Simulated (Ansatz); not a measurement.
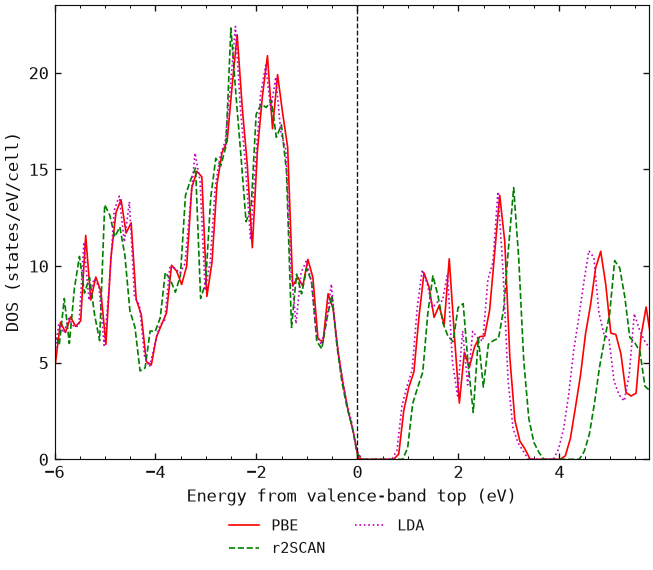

Total densities of states of Pd3PtS8, space group P-1 (No. 2), 12 atoms in the cell, by three methods on the same cell. Each is counted from its own valence-band top.

What changes from one method to the other?

PBE gives a gap of 0.84 eV, r2SCAN gives a gap of 0.99 eV and LDA gives a gap of 0.77 eV.

Settings. PBE: DFT PBE, scalar-relativistic, plane waves, PAW, no spin polarisation, 6×6×4 k mesh, 420 eV cutoff, Gaussian smearing of 0.02 eV (Ansatz 0.2.0). r2SCAN: DFT r2SCAN, scalar-relativistic, plane waves, PAW, no spin polarisation, 6×6×4 k mesh, 500 eV cutoff, Gaussian smearing of 0.02 eV (Ansatz 0.2.0). LDA: DFT LDA, scalar-relativistic, plane waves, PAW, no spin polarisation, 6×6×4 k mesh, 420 eV cutoff, Gaussian smearing of 0.02 eV (Ansatz 0.2.0).

The structure is an invented one, so it need not be a known or stable phase. Spin-orbit coupling is left out, which matters for Pt.
